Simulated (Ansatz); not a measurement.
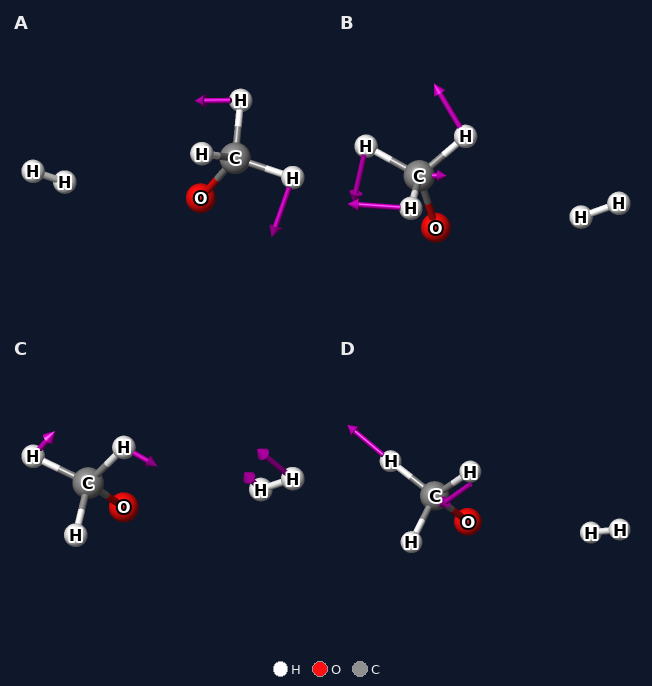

4 normal modes of one molecule or complex, as arrows. State: neutral, doublet. Harmonic vibrations computed with UKS PBE0-D4/def2-TZVP (Ansatz 0.2.0) at a stationary point of the same level.

Match the panels to the wavenumbers 80 cm⁻¹, 763 cm⁻¹, 1355 cm⁻¹, 3041 cm⁻¹.

A: 1355 cm⁻¹, H–C–H bending
B: 763 cm⁻¹, angle bending
C: 80 cm⁻¹
D: 3041 cm⁻¹, out-of-phase stretching of 2 C–H bonds
